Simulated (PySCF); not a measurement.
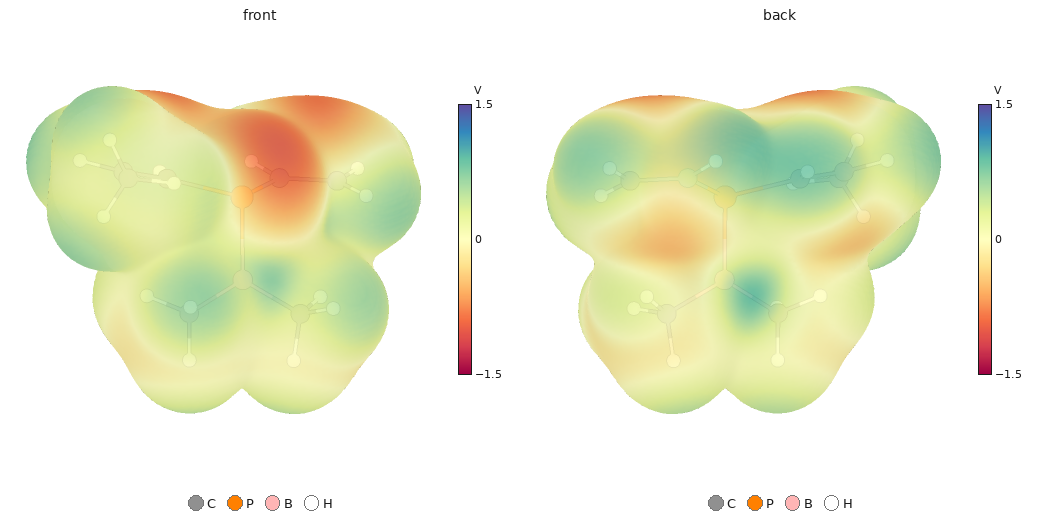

The picture shows: C7H14BP (SMILES C=CP(/C=C\C)B(C)C). The electrostatic potential painted on the density surface at 0.002 e/bohr³, seen from the front and from behind; red is negative and blue positive.

Geometry: GFN2-xTB.

Method: PBE0/pcSseg-1, SCF density, gas phase, non-relativistic in PySCF 2.14.0.

```
atom    x (Å)    y (Å)    z (Å)
   C  -0.1158   3.3386   0.0164
   C  -0.7194   2.2137  -0.3416
   P  -0.4821   0.6193   0.4822
   C  -1.6632  -0.3947  -0.4503
   C  -2.1138  -1.5833  -0.0653
   C  -1.7150  -2.2829   1.1886
   B   1.2064   0.0247  -0.1190
   C   1.4416  -1.5233  -0.3086
   C   2.4049   1.0452  -0.1989
   H   0.5870   3.3746   0.8321
   H  -0.3000   4.2708  -0.4934
   H  -1.4503   2.2184  -1.1433
   H  -2.0311   0.0498  -1.3691
   H  -2.8265  -2.1113  -0.6890
   H  -1.1344  -3.1774   0.9622
   H  -1.1170  -1.6205   1.8125
   H  -2.5992  -2.5973   1.7422
   H   0.6253  -2.0123  -0.8394
   H   1.4922  -2.0017   0.6712
   H   2.3692  -1.7608  -0.8249
   H   3.2694   0.6524  -0.7301
   H   2.1270   1.9923  -0.6613
   H   2.7401   1.2928   0.8097
```

Q: Describe the electrostatic potential map.

A: The most negative region (about −1.0 V) lies over P3, the most positive (about +0.9 V) over B7, H12 and H13.

Q: What dipole moment does the calculation give?

A: Its dipole moment is 0.88 D.
